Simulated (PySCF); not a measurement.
SMILES [Si](N)(C=C)(N)N, singlet at its GFN2-xTB optimised geometry (Å):

```
15

C     -0.9267    -2.7451     1.9787
C     -1.2758    -1.5240     1.6113
Si    -0.7465    -0.6924     0.0000
N      0.9881    -0.6924     0.0000
N     -1.4641     0.8803     0.0000
N     -1.3560    -1.3865    -1.4738
H     -0.2805    -3.3590     1.3699
H     -1.2599    -3.1995     2.9006
H     -1.9330    -0.9653     2.2650
H      1.4584    -0.3834    -0.8358
H      1.4641    -1.4942     0.3784
H     -1.2156     1.4942     0.7579
H     -1.4347     1.3918    -0.8665
H     -1.1135    -2.3451    -1.6674
H     -2.3344    -1.2477    -1.6703
```

Calculation: PBE0/def2-TZVP run with PySCF. Cells within 0.4 Å of a nucleus heavier than hydrogen are left out (blank, or x).

Map of the electron localisation function on the plane z = 0.0 Å:

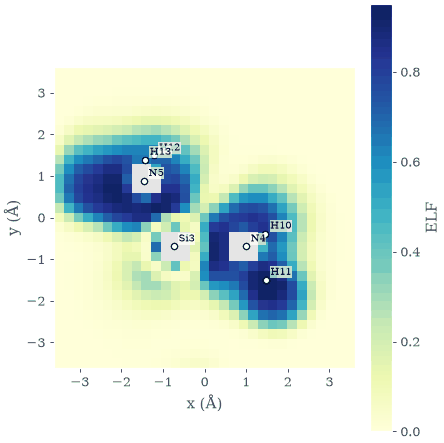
Fig. 1. Electron localisation function on the plane z = 0.0 Å.
